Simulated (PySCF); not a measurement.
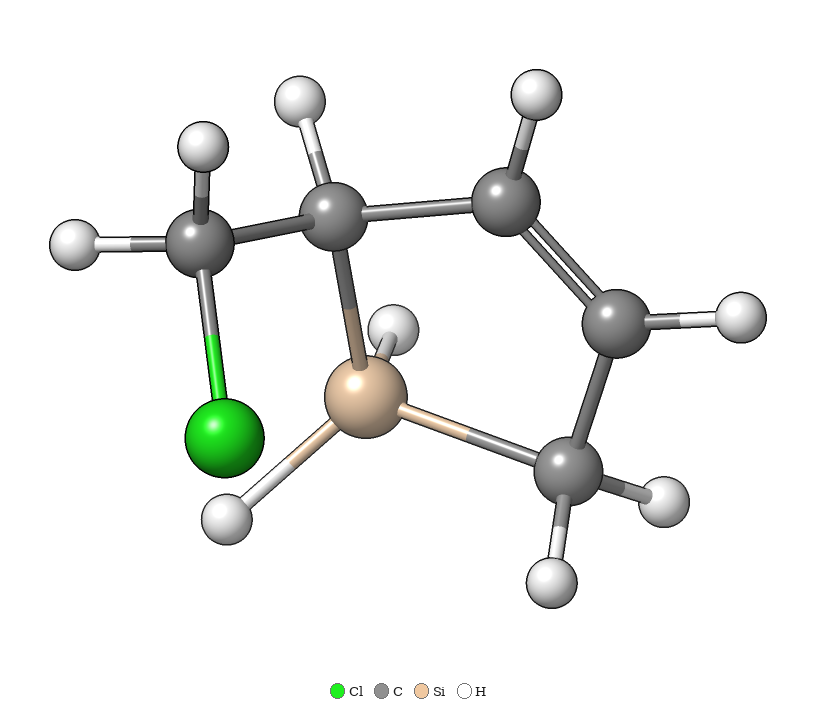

The computed structure is the end point of a PBE0-D3(BJ)/def2-SVP optimisation. No frequency run is at hand to confirm it as a minimum.

Give the structural formula.

SMILES: ClC[C@H]1C=CC[SiH2]1

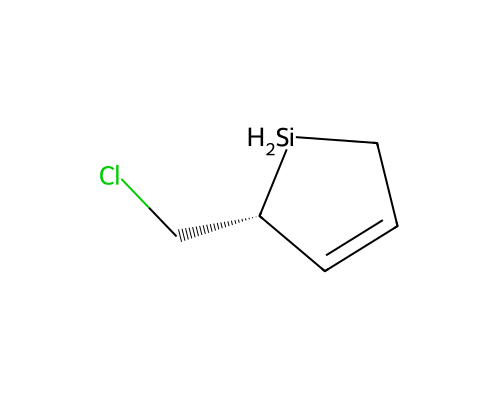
